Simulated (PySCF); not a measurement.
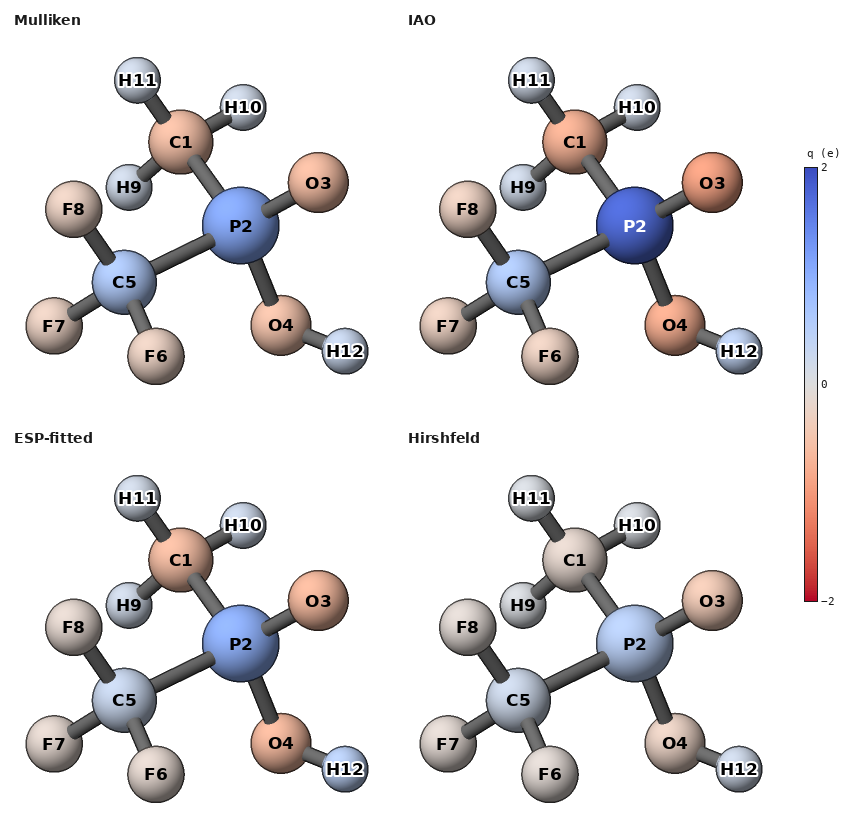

Atomic charges of one calculation by 4 schemes, on one colour scale. Computed geometry: GFN2-xTB optimisation. No frequency run is at hand to confirm it as a minimum. Level of theory: PBE0/pcSseg-1 (PySCF 2.14.0).

### Which scheme gives the most polar picture (largest mean size of the charges)?

The IAO charges are the largest in size here, and the Hirshfeld charges the smallest.

### On which atom do the schemes disagree most?

On P2 (from 0.46 to 1.68 e).

List the charges (e), one line for each set of equivalent atoms.

```
atom  Mulliken    IAO  ESP-fitted  Hirshfeld
  C1     −0.54  −0.71       −0.58      −0.16
  P2      1.03   1.68        0.93       0.46
  O3     −0.56  −0.89       −0.61      −0.39
  O4     −0.50  −0.76       −0.62      −0.23
  C5      0.57   0.56        0.27       0.20
  F6     −0.26  −0.27       −0.14      −0.09
  F7     −0.26  −0.28       −0.13      −0.09
  F8     −0.26  −0.28       −0.13      −0.09
  H9      0.17   0.18        0.18       0.06
 H10      0.17   0.18        0.21       0.07
 H11      0.18   0.18        0.17       0.06
 H12      0.27   0.39        0.45       0.20
```

The geometry is semi-empirical. Around P such bond lengths and angles can be off by a tenth of an ångström or more and by several degrees, and values that hang on the shape move with them.
